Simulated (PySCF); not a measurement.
# SiH2SF (SMILES F[SiH]S) at UB3LYP/STO-3G

What is the vertical doublet–quartet gap of SiH2SF at UB3LYP/STO-3G? The job is set up through a Python script.

The calculation is run with PySCF 2.14.0.

5 further runs of the same task are left out: 1 that didn't finish, 4 set aside as unsound or not needed.

### 1 The system as given

The species is SiH2SF (5 atoms), meant as a doublet with charge 0. As SMILES, `F[SiH]S`. The coordinates come from a PBE0-D4/def2-TZVP relaxation. This is one conformer, not always the lowest.

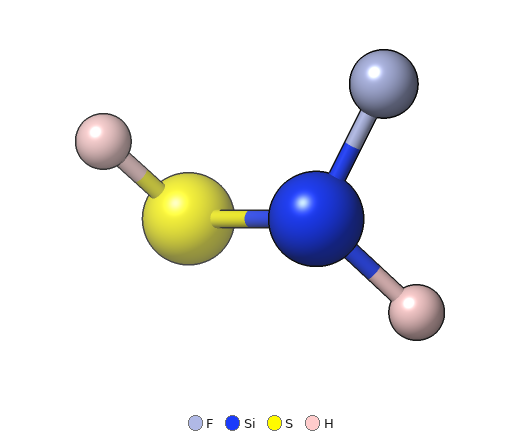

The structure, seen from a chosen angle (fluorine light blue, silicon blue, sulfur yellow, hydrogen pink).

### 2 The energy at UB3LYP/STO-3G

input.py reads:

```python
from pyscf import gto, dft

mol = gto.M(
    atom='''
F     -2.347607    -0.996264     2.143327
Si    -1.189394    -0.317474    -0.573154
S      2.646939     0.828645    -0.362449
H     -1.175032    -2.676797    -2.107989
H      2.159390     3.022617     0.822031
''',
    spin=1,
    max_memory=1860,
    unit='bohr',
    basis='sto-3g',
    verbose=3,
)

myscf = dft.UKS(mol, xc='b3lyp')
myscf.conv_tol = 1e-10
myscf.grids.level = 5
myscf.kernel()
if not myscf.converged:
    myscf = myscf.newton().run(myscf.mo_coeff, myscf.mo_occ)

e_tot = myscf.e_tot
print('Final energy', e_tot)
```

The run is started by

```sh
$ OMP_NUM_THREADS=1 python input.py
```

The log of the run:

```text
converged SCF energy = -779.473143689233  <S^2> = 0.75121562  2S+1 = 2.0012153
Final energy -779.4731436892332
```

It took 7.5 s on 1 thread of Arm Neoverse V1, shared host; peak memory 0.23 GiB.

### 3 The quartet

input.py reads:

```python
from pyscf import gto, dft

system = gto.Mole()
system.atom = '''
F     -2.347607    -0.996264     2.143327
Si    -1.189394    -0.317474    -0.573154
S      2.646939     0.828645    -0.362449
H     -1.175032    -2.676797    -2.107989
H      2.159390     3.022617     0.822031
'''
system.verbose = 3
system.charge = 0
system.unit = 'bohr'
system.spin = 3
system.basis = 'sto-3g'
system.max_memory = 1860
system.build()

mf = dft.UKS(system, xc='b3lyp')
mf.grids.level = 5
mf.conv_tol = 1e-10
mf.kernel()
if not mf.converged:
    mf = mf.newton().run(mf.mo_coeff, mf.mo_occ)

etot = mf.e_tot
print('E(%s) = %.9f' % ('B3LYP', etot))
```

The run is started by

```sh
$ OMP_NUM_THREADS=1 python input.py
```

The log of the run:

```text
WARN: HOMO 0.108175695081314 >= LUMO -0.29298809297175

WARN: HOMO 0.142618053786977 >= LUMO 0.0849275045728014

WARN: HOMO 0.181286063628342 >= LUMO -0.0660112370932408

WARN: HOMO 0.183545907688645 >= LUMO -0.0684339418490815

WARN: HOMO 0.173439406029179 >= LUMO -0.0880888260731166

WARN: HOMO 0.171235365748986 >= LUMO -0.0750752837344746

WARN: HOMO 0.171824914606698 >= LUMO -0.0712372735262558

WARN: HOMO 0.17100105938355 >= LUMO -0.0711756814193562

WARN: HOMO 0.17048995406599 >= LUMO -0.0712763342021872

WARN: HOMO 0.170547342578559 >= LUMO -0.0708349710977265

WARN: HOMO 0.170536576926977 >= LUMO -0.0707828609621597

WARN: HOMO 0.170546545887885 >= LUMO -0.0706967645801504

WARN: HOMO 0.170550132114273 >= LUMO -0.0706988291898805

WARN: HOMO 0.170548975231547 >= LUMO -0.0707010665374315

WARN: HOMO 0.170548989892819 >= LUMO -0.0707003393842347

WARN: HOMO 0.170549113069537 >= LUMO -0.0707006761059636

converged SCF energy = -779.163793963711  <S^2> = 3.7521178  2S+1 = 4.0010587
E(B3LYP) = -779.163793964
```

It took 9.3 s on 1 thread of Arm Neoverse V1, shared host; peak memory 0.23 GiB.

### 4 Results

At UB3LYP/STO-3G:

```
                                        quantity          value
                           doublet: total energy  -779.47314 Eh
                          doublet: dipole moment         1.02 D
     doublet: HOMO energy (highest over α and β)       -2.15 eV
      doublet: LUMO energy (lowest over α and β)        0.87 eV
                                   doublet: ⟨S²⟩          0.751
                           quartet: total energy  -779.16379 Eh
                          quartet: dipole moment         1.35 D
                                   quartet: ⟨S²⟩          3.752
vertical energy of the quartet above the doublet       8.418 eV
```

What this shows: At this shape the quartet lies 8.42 eV (812 kJ/mol) above the doublet. In a minimal basis such a difference can be off by several eV, whatever the method.
